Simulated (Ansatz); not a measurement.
# InH2+ (singlet): correlated methods under varied settings at angle H2–In1–H3 = 155.8°

What do other methods and options give for InH2+ (singlet) at this geometry, and how long do they take?

Computed with Ansatz 0.2.0, Gaussian basis. Level: the settings change from run to run.

18 further runs of the same task are left out: 6 for a known fault of the program, 9 that didn't finish, 3 set aside as unsound or not needed.

## Step 1: The geometry

The geometry derives from a PBE0/def2-TZVP stationary point (not a proven minimum). One angle is set to the value named; bond lengths are kept. No spin-orbit coupling is included. Elements past krypton take def2 core potentials.

3 atoms, charge 1, spin multiplicity 1.

Atoms are counted from 1 here; the program's logs count them from 0.

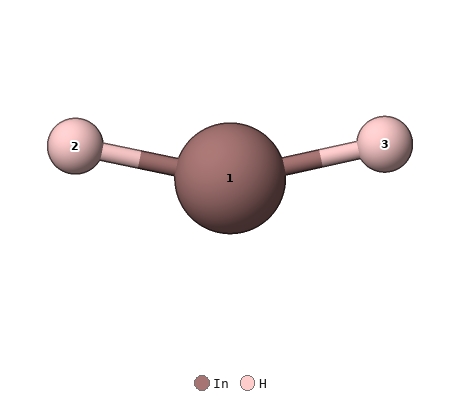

The geometry (indium brown, hydrogen pink); atoms are numbered from 1 in the order of the file.

## Step 2: HF/def2-SVP

File in.yaml:

```yaml
crystal:
  periodic: [false, false, false]
  atoms:
    - {symbol: In, position_ang: [-0.006023, 0.000000, 0.000000]}
    - {symbol: H, position_ang: [0.343075, 0.000000, -1.628400]}
    - {symbol: H, position_ang: [0.343075, 0.000000, 1.628400]}
basis:
  gaussian: {orbitals: def2-SVP}
total_charge: 1
magnetization: {spin_polarized: true, initial_magnetization: 0}
hamiltonian: {xc: hf}
output: {orbitals: {seedname: orbitals}}
```

On the command line:

```console
> ansatz run in.yaml --threads 1 --pin off --events-out ev --progress --plain --max-ram 2393MiB
```

The log of the run:

```text
Functional definition: HF
  name "HF"
  cite "Fock, Z. Phys. 61, 126 (1930) doi:10.1007/BF01340294"
  parent pbe
  exchange = exact_x
  correlation = 0
441 factors; integrals over basis functions are off by at most 4.3e-4 eV
mean field evaluation 1: about -5172.1481 eV, gradient 5.0e0 eV
mean field evaluation 2: about -5172.1512 eV, gradient 5.0e0 eV
mean field evaluation 4: about -5172.4311 eV, gradient 2.0e-1 eV
mean field evaluation 8: about -5172.4313 eV, gradient 2.2e-5 eV
mean field -5172.43128304 eV, -190.0833436519 hartree, gradient 2.3e-5 eV, S^2 0.000000; 0 other end points of the search recorded, 0 dependent functions left out
reference -5172.43128304 eV, -190.0833436519 hartree; 11, 11 occupied and 25, 25 virtual orbitals, 441 factors
Total energy: -5172.43128304 eV, -190.0833436519 hartree
```

Run time: 0.18 s. Hardware: 1 thread of AMD EPYC 9R45, shared host.

From the report: ⟨S²⟩ of the determinant 0.000 (pure singlet: 0.00).

## Step 3: BCCD(T) on RHF/def2-mTZVP

File in.yaml:

```yaml
crystal:
  periodic: [false, false, false]
  atoms:
    - {symbol: In, position_ang: [-0.006023, 0.000000, 0.000000]}
    - {symbol: H, position_ang: [0.343075, 0.000000, -1.628400]}
    - {symbol: H, position_ang: [0.343075, 0.000000, 1.628400]}
basis:
  gaussian: {orbitals: def2-mTZVP}
total_charge: 1
magnetization: {spin_polarized: false}
correlation: {method: bccd_t, electrons: all}
scf: {omitted_lower_state_checks: [cluster_reference]}
```

Same command.

The log of the run, cut to the lines that bear on the results:

```text
Functional definition: HF
  name "HF"
  cite "Fock, Z. Phys. 61, 126 (1930) doi:10.1007/BF01340294"
  parent pbe
[...]
509 factors; integrals over basis functions are off by at most 2.0e-4 eV
[...]
mean field -5172.46549430 eV, -190.0846008924 hartree, gradient 2.5e-6 eV, S^2 0.000000; 0 other end points of the search recorded, 0 dependent functions left out
reference -5172.46549430 eV, -190.0846008924 hartree; 11, 11 occupied and 31, 31 virtual orbitals, 509 factors
second order -3.55498457 eV of doubles, -0.00000000 eV of singles
cycle   1  -3.71046399 eV  change   -1.6e-1 eV  update   6.4e-2
[...]
cycle   8  -3.94375673 eV  change   -1.8e-5 eV  update   1.1e-5
perturbative correction -0.12501898 eV, -0.0045943626 hartree
Total energy: -5176.53427001 eV, -190.2341256419 hartree
Checks for a lower state left out: cluster_reference
```

Run time: 0.45 s. Hardware: 1 thread of AMD EPYC 9R45, shared host.

From the report: correlation -4.0688 eV; largest double amplitude 0.08.

## Step 4: CCSDT(Q)/B on RHF/def2-SVP

Changes to in.yaml since step 3:

```diff
@@ -7,6 +7,6 @@
 basis:
-  gaussian: {orbitals: def2-mTZVP}
+  gaussian: {orbitals: def2-SVP}
 total_charge: 1
 magnetization: {spin_polarized: false}
-correlation: {method: bccd_t, electrons: all}
+correlation: {method: ccsdt_q_b, electrons: outside_noble_gas, diis_vectors: 12}
 scf: {omitted_lower_state_checks: [cluster_reference]}
```

Same command.

The log of the run, cut to the lines that bear on the results:

```text
Functional definition: HF
  name "HF"
  cite "Fock, Z. Phys. 61, 126 (1930) doi:10.1007/BF01340294"
  parent pbe
[...]
772 factors; integrals over basis functions are off by at most 1.5e-7 eV
[...]
mean field -5172.43134051 eV, -190.0833457640 hartree, gradient 1.9e-6 eV, S^2 0.000000; 0 other end points of the search recorded, 0 dependent functions left out
9 core orbitals not correlated: weight in the atoms' cores, before any rotation towards them, 0.993 or more for the frozen orbitals, at most 0.005 for the correlated occupied ones
reference -5172.43134051 eV, -190.0833457640 hartree; 2, 2 occupied and 25, 25 virtual orbitals, 772 factors
second order -1.25822644 eV of doubles, -0.00000000 eV of singles
cycle   1  -1.54870071 eV  change   -2.9e-1 eV  update   4.7e-2
[...]
cycle  11  -1.71621901 eV  change   -1.4e-7 eV  update   2.4e-7
perturbative correction -0.00040666 eV, -0.0000149446 hartree
Total energy: -5174.14796619 eV, -190.1464305940 hartree
Checks for a lower state left out: cluster_reference
```

It took 0.42 s on 1 thread of AMD EPYC 9R45, shared host.

From the report: correlation -1.7166 eV; T1 0.013; largest double amplitude 0.08.

## Step 5: CISD/def2-SVP

File in.yaml:

```yaml
crystal:
  periodic: [false, false, false]
  atoms:
    - {symbol: In, position_ang: [-0.006023, 0.000000, 0.000000]}
    - {symbol: H, position_ang: [0.343075, 0.000000, -1.628400]}
    - {symbol: H, position_ang: [0.343075, 0.000000, 1.628400]}
basis:
  gaussian: {orbitals: def2-SVP, fitting: {mean_field: def2-universal-jkfit}, point_charges: [{charge: -0.50, position_ang: [4.973, 0.528, -0.481]}]}
total_charge: 1
hamiltonian: {pseudopotentials: {relativity: scalar}}
correlation: {active_space: {ras: {orbitals: [2, 0, 25], electrons: 4, max_holes: 2, max_particles: 2}, fixed_orbitals: true}}
scf: {lower_state_search: off}
```

The command is unchanged.

The log of the run:

```text
Functional definition: HF
  name "HF"
  cite "Fock, Z. Phys. 61, 126 (1930) doi:10.1007/BF01340294"
  parent pbe
  exchange = exact_x
  correlation = 0
these checks for a lower state are left out or cut short: stability, starts, cluster_reference, orbital_swaps, neighbouring_geometries, increment
254 factors; integrals over basis functions are off by at most 3.6e-1 eV
mean field evaluation 1: about -5173.5680 eV, gradient 7.0e0 eV
mean field evaluation 2: about -5173.8266 eV, gradient 1.8e0 eV
mean field evaluation 4: about -5173.8473 eV, gradient 2.7e-1 eV
mean field -5173.84758130 eV, -190.1353916530 hartree, gradient 2.1e-6 eV, S^2 0.000000; 0 other end points of the search recorded, 0 dependent functions left out
reference -5173.84758130 eV, -190.1353916530 hartree; 11, 11 occupied and 25, 25 virtual orbitals, 254 factors
state -5175.50587286 eV, -190.1963327438 hartree
Total energy: -5175.50587286 eV, -190.1963327438 hartree
Relativity: scalar
Checks for a lower state left out: stability, starts, cluster_reference, orbital_swaps, neighbouring_geometries, increment
```

Run time: 0.12 s. Hardware: 1 thread of AMD EPYC 9R45, shared host.

From the report: 3,201 determinants.

## Step 6: CCSD(T) on UHF/def2-TZVP

File in.yaml:

```yaml
crystal:
  periodic: [false, false, false]
  atoms:
    - {symbol: In, position_ang: [-0.006023, 0.000000, 0.000000]}
    - {symbol: H, position_ang: [0.343075, 0.000000, -1.628400]}
    - {symbol: H, position_ang: [0.343075, 0.000000, 1.628400]}
basis:
  gaussian: {orbitals: def2-TZVP}
total_charge: 1
magnetization: {spin_polarized: true, initial_magnetization: 0}
correlation: {method: ccsd_t, electrons: outside_noble_gas}
```

Same command.

The log of the run, cut to the lines that bear on the results:

```text
Functional definition: HF
  name "HF"
  cite "Fock, Z. Phys. 61, 126 (1930) doi:10.1007/BF01340294"
  parent pbe
[...]
591 factors; integrals over basis functions are off by at most 5.1e-4 eV
[...]
mean field -5172.64303257 eV, -190.0911253037 hartree, gradient 1.2e-6 eV, S^2 0.000000; 0 other end points of the search recorded, 0 dependent functions left out
9 core orbitals not correlated: weight in the atoms' cores, before any rotation towards them, 0.992 or more for the frozen orbitals, at most 0.005 for the correlated occupied ones
reference -5172.64303257 eV, -190.0911253037 hartree; 2, 2 occupied and 51, 51 virtual orbitals, 591 factors
second order -1.40071028 eV of doubles, -0.00000000 eV of singles
cycle   1  -1.68929300 eV  change   -2.9e-1 eV  update   4.6e-2
[...]
cycle   9  -1.83552021 eV  change    2.2e-6 eV  update   1.2e-6
perturbative correction -0.01966390 eV, -0.0007226351 hartree
Total energy: -5174.49821668 eV, -190.1593020623 hartree
```

Wall time 0.63 s (1 thread of AMD EPYC 9R45, shared host).

From the report: ⟨S²⟩ of the determinant 0.000 (pure singlet: 0.00); correlation -1.8552 eV; T1 0.011; largest double amplitude 0.07.

## Step 7: CISD/def2-TZVPP

File in.yaml:

```yaml
crystal:
  periodic: [false, false, false]
  atoms:
    - {symbol: In, position_ang: [-0.006023, 0.000000, 0.000000]}
    - {symbol: H, position_ang: [0.343075, 0.000000, -1.628400]}
    - {symbol: H, position_ang: [0.343075, 0.000000, 1.628400]}
basis:
  gaussian: {orbitals: def2-TZVPP}
total_charge: 1
hamiltonian: {pseudopotentials: {relativity: none}}
correlation: {active_space: {ras: {orbitals: [2, 0, 67], electrons: 4, max_holes: 2, max_particles: 2}, fixed_orbitals: true}}
```

The command is unchanged.

The log of the run:

```text
Functional definition: HF
  name "HF"
  cite "Fock, Z. Phys. 61, 126 (1930) doi:10.1007/BF01340294"
  parent pbe
  exchange = exact_x
  correlation = 0
639 factors; integrals over basis functions are off by at most 4.6e-4 eV
mean field evaluation 1: about -5172.3067 eV, gradient 1.0e1 eV
mean field evaluation 2: about -5172.3054 eV, gradient 1.0e1 eV
mean field evaluation 4: about -5172.6461 eV, gradient 1.1e0 eV
mean field evaluation 8: about -5172.6500 eV, gradient 2.0e-4 eV
mean field -5172.65001576 eV, -190.0913819310 hartree, gradient 2.1e-6 eV, S^2 0.000000; 0 other end points of the search recorded, 0 dependent functions left out
reference -5172.65001576 eV, -190.0913819310 hartree; 11, 11 occupied and 67, 67 virtual orbitals, 639 factors
state -5174.53400623 eV, -190.1606173038 hartree
Total energy: -5174.53400623 eV, -190.1606173038 hartree
```

Run time: 1.1 s. Hardware: 1 thread of AMD EPYC 9R45, shared host.

From the report: 6,321 determinants.

## Step 8: The runs in one table

```csv
level,correlated,functions,energy (eV),time
HF/def2-SVP,,36,-5172.4313,0.18 s
BCCD(T) on RHF/def2-mTZVP,all,42,-5176.5343,0.45 s
CCSDT(Q)/B on RHF/def2-SVP,outside noble gas,36,-5174.1480,0.42 s
"CISD/def2-SVP (beside a point charge, relativity set)",outside noble gas,36,-5175.5059,0.12 s
CCSD(T) on UHF/def2-TZVP,outside noble gas,62,-5174.4982,0.63 s
CISD/def2-TZVPP,outside noble gas,78,-5174.5340,1.1 s
```

## Step 9: Results

| quantity | value |
| --- | --- |
| runs | 6 |
| quickest | CISD/def2-SVP (beside a point charge, relativity set), 0.12 s |
| slowest | CISD/def2-TZVPP, 1.1 s |

In words: Total energies in different bases, with other cores or another treatment of relativity can't be set against each other. CISD/def2-TZVPP took 9 times as long as CISD/def2-SVP (beside a point charge, relativity set); the jobs differ in more than the method.
